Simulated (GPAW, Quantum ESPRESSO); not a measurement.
The Rh L₃ edge of atom 1 in Rh (Rhodium, Fm-3m), with 12 Rh at 2.68 Å (cuboctahedral, site symmetry m-3m), was computed in 2 ways: excited-electron core hole (neutral cell) and no core hole. Program and functional: GPAW, PBE, Gaussian full width 2.13 eV up to 4 eV, rising linearly to 3.5 eV at 25 eV; cells of 1 and 13 atoms (the run without a hole in the smaller).

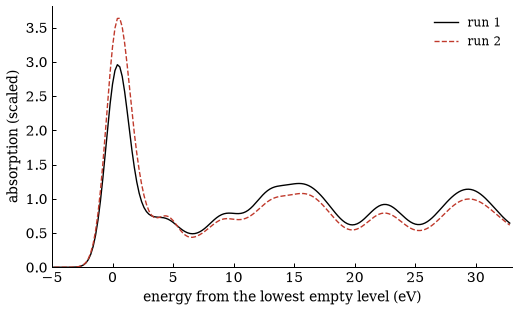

Each run is counted from its own lowest empty level or Fermi level and scaled to a mean of 1 over its first 20 eV.

The database entry behind the starting cell differs from later determinations by our own check (an axis about 0.2 % short against later determinations), so it need not match the best structure at ambient conditions.

Question: Which run is which?

Run 1: excited-electron core hole (neutral cell) (area from −2 to 6 eV 10.0, main maxima 0.4 eV (2.96), 15.4 eV (1.22), 22.4 eV (0.92) and 29.4 eV (1.14)). Run 2: no core hole (area from −2 to 6 eV 11.9, main maxima 0.6 eV (3.64), 15.6 eV (1.08), 22.4 eV (0.79) and 29.4 eV (1.00)). With each curve scaled to its own mean, the area from −2 to 6 eV with the hole is 10.0 against 11.9, and the centre of weight from −1 to 20 eV moves by +1.0 eV (first and strongest maxima below 20 eV: 0.6 eV (3.64) and 15.6 eV (1.08) without the hole, 0.4 eV (2.96) and 15.4 eV (1.22) with it): the near-edge weight falls against the higher-lying part.

[Hosts, paths, dates, database ids (printed as entryN), source tags and the programs' standing remarks are cut or masked in the printed files.]

[Lists of maxima count a maximum above −3 eV only where it reaches 4 % of the highest in the window and stands out from its surroundings by 2 % of it (1.5 % where it reaches 55 %); shoulders and weaker maxima are passed over, and of the rest the first, up to two pre-edge ones and the few strongest are named.]
